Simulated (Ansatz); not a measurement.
**InF3 (SMILES [F][In]([F])[F]): HF/STO-3G**

Aim: the vertical electron affinity of InF3 at HF/STO-3G, from 2 runs. 

Program for the calculation: Ansatz 0.2.0.

27 further runs of the same task are left out: 27 set aside as unsound or not needed. Runs told in other sessions of the task aren't counted.

**1. Starting point**

InF3 has 4 atoms, charge 0, and is taken as a singlet. As SMILES, `[F][In]([F])[F]`. Geometry: relaxed at PBE0-D4/def2-TZVP.

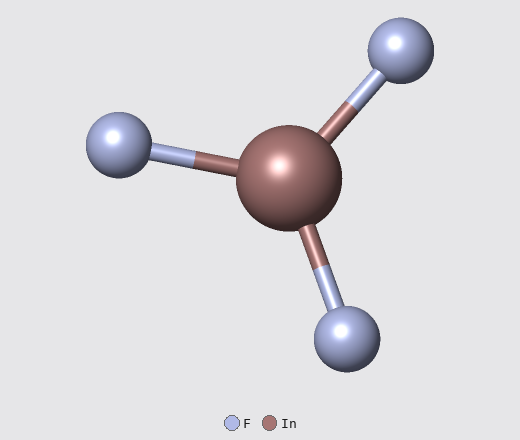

Viewed from a chosen angle; fluorine light blue, indium brown.

**2. A single-point energy at HF/STO-3G**

The input, molecule.yaml:

```yaml
crystal:
  periodic: [false, false, false]
  atoms:
    - {symbol: F, position_ang: [-1.305700, -0.375500, 1.339800]}
    - {symbol: In, position_ang: [0.013900, -0.015100, -0.005100]}
    - {symbol: F, position_ang: [1.768100, -0.777100, 0.143700]}
    - {symbol: F, position_ang: [-0.421000, 1.107400, -1.498700]}
basis:
  gaussian: {orbitals: STO-3G}
accuracy: high
hamiltonian: {xc: hf}
output: {orbitals: {seedname: orbitals}}
```

On the command line:

```console
$ ansatz run molecule.yaml --threads 1 --pin off --max-ram 2610MiB --events-out events.jsonl --progress --plain --runs-dir runs
```

The program printed:

```text
Warning: RAYON_NUM_THREADS=1 ignored (pool sized by the plan → 1); use --threads N
Functional definition: HF
  name "HF"
  exchange = exact_x
  correlation = 0
808 factors; integrals over basis functions are off by at most 5.8e-9 eV
mean field evaluation 1: about -162638.1022 eV, gradient 2.6e1 eV
mean field evaluation 2: about -162638.1618 eV, gradient 2.6e1 eV
mean field evaluation 4: about -162642.2382 eV, gradient 1.6e0 eV
mean field evaluation 8: about -162642.2512 eV, gradient 9.9e-4 eV
mean field -162642.25124502 eV, -5976.9924903769 hartree, gradient 2.2e-8 eV, S^2 0.000000; 0 other end points of the search recorded, 0 dependent functions left out
reference -162642.25124502 eV, -5976.9924903769 hartree; 38, 38 occupied and 4, 4 virtual orbitals, 808 factors
Total energy: -162642.25124502 eV, -5976.9924903769 hartree
```

Wall time 0.78 s (1 thread of Arm Neoverse V1, shared host); peak memory 0.11 GiB.

**3. The doublet anion**

The input, run.yaml:

```yaml
crystal:
  periodic: [false, false, false]
  atoms:
    - symbol: F
      position_ang: [-1.305700, -0.375500, 1.339800]
    - symbol: In
      position_ang: [0.013900, -0.015100, -0.005100]
    - symbol: F
      position_ang: [1.768100, -0.777100, 0.143700]
    - symbol: F
      position_ang: [-0.421000, 1.107400, -1.498700]
basis:
  gaussian:
    orbitals: STO-3G
total_charge: -1
magnetization:
  spin_polarized: true
  initial_magnetization: 1
hamiltonian:
  xc: hf
accuracy: high
output: {orbitals: {seedname: orbitals}}
```

On the command line:

```console
$ ansatz run run.yaml --threads 1 --pin off --max-ram 2610MiB --events-out events.jsonl --progress --plain --runs-dir runs
```

The program printed:

```text
Warning: RAYON_NUM_THREADS=1 ignored (pool sized by the plan → 1); use --threads N
Functional definition: HF
  name "HF"
  exchange = exact_x
  correlation = 0
808 factors; integrals over basis functions are off by at most 5.8e-9 eV
mean field evaluation 1: about -162632.6551 eV, gradient 1.2e1 eV
mean field evaluation 2: about -162632.8995 eV, gradient 1.2e1 eV
mean field evaluation 4: about -162634.8454 eV, gradient 1.1e0 eV
mean field evaluation 8: about -162634.8758 eV, gradient 5.3e-2 eV
mean field evaluation 16: about -162634.8758 eV, gradient 2.9e-5 eV
mean field evaluation 32: about -162635.5040 eV, gradient 1.9e0 eV
mean field evaluation 64: about -162634.4776 eV, gradient 2.3e0 eV
mean field -162635.99687462 eV, -5976.7626465043 hartree, gradient 1.4e-8 eV, S^2 0.786330; 3 other end points of the search recorded, 0 dependent functions left out
reference -162635.99687462 eV, -5976.7626465043 hartree; 39, 38 occupied and 3, 4 virtual orbitals, 808 factors
Total energy: -162635.99687462 eV, -5976.7626465043 hartree
```

Run time: 2.5 s. Hardware: 1 thread of Arm Neoverse V1, shared host; peak memory 0.15 GiB.

**4. Outcome**

At HF/STO-3G:

| quantity | value |
| --- | --- |
| singlet InF3: total energy | -5976.99249 Eh |
| singlet InF3: HOMO energy | -8.75 eV |
| singlet InF3: LUMO energy | 6.45 eV |
| singlet InF3: HOMO–LUMO gap | 15.20 eV |
| doublet anion: total energy | -5976.76265 Eh |
| doublet anion: HOMO energy (highest over α and β) | 6.08 eV |
| doublet anion: LUMO energy (lowest over α and β) | 14.78 eV |
| doublet anion: ⟨S²⟩ | 0.786 |
| vertical electron affinity (to the doublet anion) | -6.254 eV |

**Reading.** The anion lies 6.25 eV (603 kJ/mol) above the neutral: the electron isn't bound at this level, and such a value depends on the basis. Without diffuse functions anions come out too high. Hartree–Fock misses the correlation that binds many anions. In a minimal basis such a difference can be off by several eV, whatever the method. Relativity is left out (singlet InF3) although the molecule holds a heavy atom. The HOMO (doublet anion) lies at positive energy, 6.08 eV: the electron is unbound at this level or held by a compact basis; values depend on the basis. Relativity is left out (doublet anion) although the molecule holds a heavy atom.
